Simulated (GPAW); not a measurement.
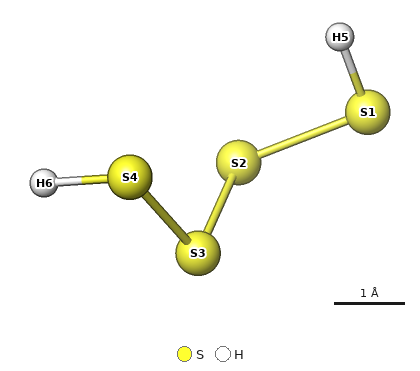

Fig. 1: The structure as given in the input (ball-and-stick view, seen at a tilt; atoms are numbered from 1 in the order of the input).

# H$_{2}$S$_{4}$: property calculation

- system: H$_{2}$S$_{4}$
- method: PBE/real-space grid, scalar-relativistic datasets (GPAW 26.7.0)

The geometry comes from this level: GFN2-xTB.

Input (molecule_sp.py):
```python
import numpy as np
from ase import Atoms
from ase.units import Debye
from gpaw import GPAW

# Geometry
system = Atoms('SSSSHH',
    positions=[[  1.178980,   1.545960,   1.398120],
               [  1.303480,   0.496190,  -0.356540],
               [  0.499940,  -1.368330,  -0.039700],
               [ -1.510730,  -1.253210,  -0.439150],
               [ -0.014710,   2.114320,   1.182990],
               [ -1.456960,  -1.534930,  -1.745720]])
system.center(vacuum=4.5)

# GPAW settings
dft = GPAW(mode='fd', symmetry='off', xc='PBE', h=0.18, maxiter=100, txt='-')
system.calc = dft

energy = system.get_potential_energy()
print(f'Energy = {energy:.5f} eV')
forces = system.get_forces()
print('Forces (eV/Ang)')
for symbol, f in zip(system.symbols, forces):
    print(f'{symbol:2} {f[0]:9.4f} {f[1]:9.4f} {f[2]:9.4f}')
dipole = system.get_dipole_moment() / Debye
print(f'Dipole                  {np.linalg.norm(dipole):.3f} D')
homo, lumo = dft.get_homo_lumo()
print(f'HOMO = {homo:.3f} eV')
print(f'LUMO = {lumo:.3f} eV')
print(f'Gap: {lumo - homo:.3f} eV')
```

Machine: 1 thread of Intel Xeon @ 2.60GHz (Ice Lake), 24 GiB of memory available, shared host.

Launched with:
```bash
OMP_NUM_THREADS=1 python molecule_sp.py
```

Output:
```
__  _  _
 | _ |_)|_||  |
 |__||  | ||/\| - 26.7.0

units:  Angstrom and eV
cores:  1
OpenMP: False

Versions:
  Python: 3.12.14
  ASE:    3.29.0
  Numpy:  2.5.5
  Scipy:  1.18.1
  Libxc:  7.0.0

        _gpaw.cpython-312-x86_64-linux-gnu.so

Input parameters:
  mode=FD(),
  h=0.18,
  maxiter=100,
  symmetry=Symmetry(point_group=False, time_reversal=False),
  xc=XC(name='PBE')

Diagonalizing LCAO Hamiltonian
Converting LCAO to fd mode
         .----------------------------.
        /|                            |
       / |                            |
      /  |                            |
     /   |                            |
    /    |                            |
   /     |                            |
  /      |                            |
 *       |                            |
 |       |           H S              |
 |       |                            |
 |       |                            |
 |       |          S  S              |
 |       |     S                      |
 |       |                            |
 |       .-----H----------------------.
 |      /                            /
 |     /                            /
 |    /                            /
 |   /                            /
 |  /                            /
 | /                            /
 |/                            /
 *----------------------------*

Atoms  # Å, Bohr magnetons
|   | symbol |        x |        y |        z |    initial magnetic moments |
|---|--------|----------|----------|----------|-----------------------------|
| 0 |      S | 7.189710 | 7.580890 | 7.643840 | ( 0.0000,  0.0000,  0.0000) |
| 1 |      S | 7.314210 | 6.531120 | 5.889180 | ( 0.0000,  0.0000,  0.0000) |
| 2 |      S | 6.510670 | 4.666600 | 6.206020 | ( 0.0000,  0.0000,  0.0000) |
| 3 |      S | 4.500000 | 4.781720 | 5.806570 | ( 0.0000,  0.0000,  0.0000) |
| 4 |      H | 5.996020 | 8.149250 | 7.428710 | ( 0.0000,  0.0000,  0.0000) |
| 5 |      H | 4.553770 | 4.500000 | 4.500000 | ( 0.0000,  0.0000,  0.0000) |

Unit cell  # Å
| periodic |         x |         y |         z |   lengths |    angles |
|----------|-----------|-----------|-----------|-----------|-----------|
|       no | 11.814210 |  0.000000 |  0.000000 | 11.814210 | 90.000000 |
|       no |  0.000000 | 12.649250 |  0.000000 | 12.649250 | 90.000000 |
|       no |  0.000000 |  0.000000 | 12.143840 | 12.143840 | 90.000000 |

Number of symmetries: 1
Symmetry operations  # r_c * U_cc + t_c -> r_c
|   | kind |            matrix            |
|---|------|------------------------------|
| 0 |  E   |  1, 0, 0,  0, 1, 0,  0, 0, 1 |

BZ-sampling:
  Number of BZ points: 1
  Number of IBZ points: 1

  Monkhorst-Pack size: [1, 1, 1]
  Monkhorst-Pack shift: [0, 0, 0]

K-points  # in reciprocal-cell coordinates
|   |                                coordinates |     weight |
|---|--------------------------------------------|------------|
| 0 | (  0.00000000,   0.00000000,   0.00000000) | 1.00000000 |

Uniform wave function grid shape: (np.int64(63), np.int64(71), np.int64(67))
Spin-components: 1 (collinear spins)
Bands:           18
Projectors:      26
Spin-degeneracy: 2
Datatype:        float64

  Storage: CPU
  Wave functions: 43_155_504 bytes (43_155_504 per core)

Parallelization:
  kpt:    1
  domain: 1
  band:   1

Density:
  Valence electrons: 26.0
  Components: 1
  Grid points: [64 72 68]
  Charge: 0.0  # |e|

Potential:
  Grid points: [64 72 68]

species:
  S:
    name:    Sulfur
    Z:       16.0
    valence: 6
    core:    10
    charge:  0.0  # [|e|]
    file:    S.PBE.gz
    compensation charges:
      type: gauss
      rc: 0.24  # [Å]
      lmax: 2
    cutoffs:
      filter: 1.77  # [Å]
      core: 1.66  # [Å]
    projectors
    | kind |    occ | energy [eV] | rcut [Å] |
    |------|--------|-------------|----------|
    |   3s |  2.000 |     -17.254 |    0.974 |
    |   3p |  4.000 |      -7.008 |    0.979 |
    |    s |        |       9.957 |    0.974 |
    |    p |        |      20.203 |    0.979 |
    |    d |        |       0.000 |    0.900 |

    Using partial waves for S as LCAO basis

  H:
    name:    Hydrogen
    Z:       1.0
    valence: 1
    core:    0
    charge:  0.0  # [|e|]
    file:    H.PBE.gz
    compensation charges:
      type: gauss
      rc: 0.15  # [Å]
      lmax: 2
    cutoffs:
      filter: 0.85  # [Å]
      core: 0.53  # [Å]
    projectors
    | kind |    occ | energy [eV] | rcut [Å] |
    |------|--------|-------------|----------|
    |   1s |  1.000 |      -6.494 |    0.476 |
    |    s |        |      20.717 |    0.476 |
    |    p |        |       0.000 |    0.476 |

    Using partial waves for H as LCAO basis

Reference energy: -43455.459915  # eV

eigensolver:
  PPCG
  Converge bands: occupied
  niter=2

density mixing:
  MSR1-Mixer
  Pratt-step length: 0.05
  Maximum mixing coefficient: 0.75
  Old densities: 10
  SVD Regularization: 0.005
  Good broyden scale: 1.0
  Trust region scale: 1.0
  Backstep threshold: 4.0
  History deletion threshold: 6.0
  Fourier metric: weight=20.0, sigma=0.015

occupation numbers:
  # Zero width

FastPoissonSolver using
    Stencil: 6*3+1=19 point O(h^6) finite-difference Laplacian
    FFT axes: []
    FST axes: [np.int64(0), np.int64(2), np.int64(1)]

xc functional:
  name: PBE with 2 nearest neighbor stencil
interpolation: tri-quintic # 5. degree polynomial

Initialization done in: 4.086 s

convergence criteria:
- Maximum [total energy] change in last 3 cyles: 0.0005 eV / valence electron
- Maximum integral of absolute [dens]ity change: 0.0001 electrons / valence electron
- Maximum integral of absolute [eigenst]ate change: 4e-08 eV^2 / valence electron
maximum number of iterations: 100

SCF iterations
|iter     |     time |      energy | eigst |  dens |
|---------|----------|-------------|-------|-------|
|iter:   1| 00:00:06 |  -23.369080 | +0.95 |       |
|iter:   2| 00:00:09 |  -23.473387 | -0.05 | -0.92 |
|iter:   3| 00:00:12 |  -23.185844 | +0.03 | -0.95 |
|iter:   4| 00:00:15 |  -23.034327 | -0.38 | -1.32 |
|iter:   5| 00:00:17 |  -23.034054 | -1.00 | -1.69 |
|iter:   6| 00:00:20 |  -23.034287c| -1.64 | -2.05 |
|iter:   7| 00:00:23 |  -23.034910c| -2.46 | -2.40 |
|iter:   8| 00:00:26 |  -23.035009c| -3.40 | -2.94 |
|iter:   9| 00:00:29 |  -23.035019c| -4.15 | -3.47 |
|iter:  10| 00:00:32 |  -23.035020c| -4.95 | -3.86 |
|iter:  11| 00:00:35 |  -23.035020c| -5.57 | -4.39c|
|iter:  12| 00:00:39 |  -23.035020c| -6.27 | -4.81c|
|iter:  13| 00:00:42 |  -23.035020c| -6.88 | -5.22c|
|iter:  14| 00:00:45 |  -23.035020c| -7.49c| -5.56c|

Converged in 14 steps
SCF loop duration: 40.928 s (2.923 s/step)
Energy contributions relative to reference atoms: (reference = -43455.459915)

Energy contributions:
  Kinetic:          26.994678
  Coulomb:         -28.846206
  Zero:              0.631815
  External:          0.000000
  Xc:              -21.815308
  Entropy:           0.000000
  Spinorbit:         0.000000
  ----------------------------
  Free energy:     -23.035020
  Extrapolated:    -23.035020

dipole moment: (-0.205270, 0.074064, -0.137690)  # |e|*Ang

Fermi level: -4.377
Eigenvalues  # (at kpt = [0.000, 0.000, 0.000])
| band index |      eig [eV] | occ [0-2] |
|------------|---------------|-----------|
|          0 |       -21.283 |     2.000 |
|        ... |               |           |
|          5 |       -10.862 |     2.000 |
|          6 |       -10.050 |     2.000 |
|          7 |        -9.304 |     2.000 |
|          8 |        -9.182 |     2.000 |
|          9 |        -7.161 |     2.000 |
|         10 |        -6.500 |     2.000 |
|         11 |        -6.461 |     2.000 |
|         12 |        -6.245 |     2.000 |
|         13 |        -2.509 |     0.000 |
|         14 |        -2.156 |     0.000 |
|         15 |        -1.622 |     0.000 |
|         16 |        -1.006 |     0.000 |
|         17 |        -0.767 |     0.000 |

Gap: 3.736 eV
Transition (v -> c):
  (s=0, k=0, n=12, [0.00, 0.00, 0.00]) -> (s=0, k=0, n=13, [0.00, 0.00, 0.00])
No difference between direct/indirect transitions
vacuum-level: 0.000  # V
Energy = -23.03502 eV

Forces  # eV/Ang
|        x |        y |        z |
|----------|----------|----------|
|  0.42123 | -0.01184 |  0.33540 |  # S    0
|  0.21793 | -0.03295 | -0.26322 |  # S    1
|  0.17570 | -0.24930 |  0.05341 |  # S    2
| -0.37257 |  0.01612 |  0.47769 |  # S    3
| -0.45164 |  0.22558 | -0.06140 |  # H    4
|  0.01557 | -0.07482 | -0.53450 |  # H    5

Force computation time: 0.182  # s
Forces (eV/Ang)
S     0.4212   -0.0118    0.3354
S     0.2179   -0.0330   -0.2632
S     0.1757   -0.2493    0.0534
S    -0.3726    0.0161    0.4777
H    -0.4516    0.2256   -0.0614
H     0.0156   -0.0748   -0.5345
Dipole                  1.239 D
HOMO = -6.245 eV
LUMO = -2.509 eV
Gap: 3.736 eV
```

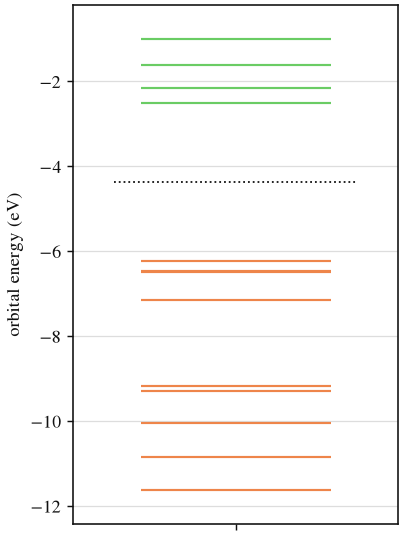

Fig. 2: Orbital energies near the frontier; the dotted line parts filled from empty levels, and levels within 0.02 eV of each other stand side by side. Highest filled −6.25 eV, lowest empty −2.51 eV, 3.74 eV apart.

Results in brief:

```csv
quantity,value
outcome,converged
energy relative to the program's reference atoms,−23.0350 eV
largest force,0.606 eV/Å
HOMO,−6.25 eV
LUMO,−2.51 eV
dipole moment,1.24 D
wall time,46 s
peak memory,0.88 GiB
```
